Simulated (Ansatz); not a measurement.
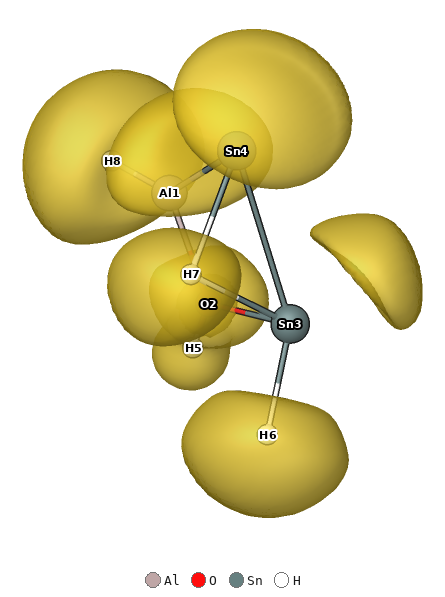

AlH4OSn2 (charge +1). Isosurface of the ELF at 0.75 (yellow), seen at an oblique angle. Only the valence region is drawn (cores and ρ < 0.01 e/Å³ removed).

Geometry: B3LYP-D3(BJ)/def2-SVP; core potentials replace the inner electrons of Sn.

Level of theory: isolated molecule in a Gaussian basis; Kohn-Sham density functional theory, functional PBE0 in Ansatz.

Input

```
crystal:
  periodic: [false, false, false]
  atoms:
    - {symbol: Al, position_ang: [1.069643, -2.306767, -0.874766]}
    - {symbol: O, position_ang: [0.006912, -0.866255, -0.608945]}
    - {symbol: Sn, position_ang: [-1.955173, -1.712470, 0.106690]}
    - {symbol: Sn, position_ang: [-0.689903, -4.340300, 0.087851]}
    - {symbol: H, position_ang: [0.249624, 0.074244, -0.649313]}
    - {symbol: H, position_ang: [-2.342835, -0.327099, 1.087271]}
    - {symbol: H, position_ang: [-0.893821, -2.799818, 1.402924]}
    - {symbol: H, position_ang: [2.513647, -1.994188, -1.420484]}
basis:
  gaussian:
    orbitals: def2-TZVPD
total_charge: 1
hamiltonian:
  xc: {name: PBE0}
output:
  forces: true
  orbitals: {seedname: orbitals}
```

Run with:

```sh
ansatz run input.yaml --threads 2 --pin off --max-ram 4350MiB --events-out events.jsonl --progress --plain --runs-dir runs
```

Question: What do the ELF domains correspond to?

Answer: At this value the surface marks out three regions around hydrogen nuclei, two lobes on Sn, pointing away from the bonds (lone pairs), one region wrapped around Al (its valence shell) and one joined region spread over several atoms (H, O), in which their bonds and any lone pairs are merged. Along the contacts the grid gives the following. Al–O (1.81 Å): the ELF peaks at about 0.90 in the valence shell of O, 0.6 Å from its nucleus, and is about 0.45 at the midpoint. Sn–O (2.25 Å): the ELF peaks at about 0.90 in the valence shell of O, 0.6 Å from its nucleus, and drops to about 0.10 between the two atoms.
